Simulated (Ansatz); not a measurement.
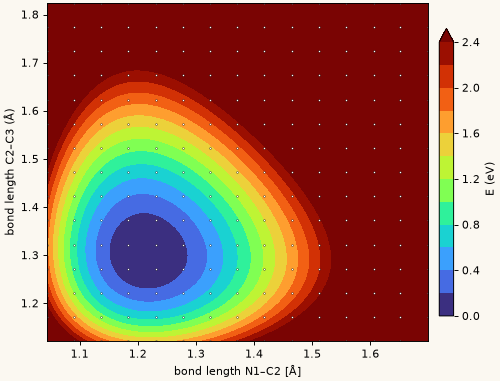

C2H2ClN, SMILES N=C=CCl. 
- The first coordinate is: bond length N1–C2; the second: bond length C2–C3.
- Nothing is relaxed (all other coordinates rigid).
- The scan uses a 15 × 15 grid.
- Points are written as (first, second).
- Energies are in eV, from the relaxed molecule at the same level.
- The calculation used Ansatz 0.2.0, RKS CAM-B3LYP-D4/def2-TZVP.

Drawn: filled contours, dots at the grid points, one colour for all values above the top of the scale. Between grid points the surface is interpolated.

Estimate the position of the minimum and the force constants in these coordinates.

The interpolated minimum is at bond length N1–C2 ≈ 1.214 Å, bond length C2–C3 ≈ 1.303 Å. The curvatures there are about 88 eV/Å² and 65 eV/Å², with a cross term of about 4 eV/Å². Round the minimum the two coordinates are weakly coupled (coupling 0.05 in units of the two stiffnesses).
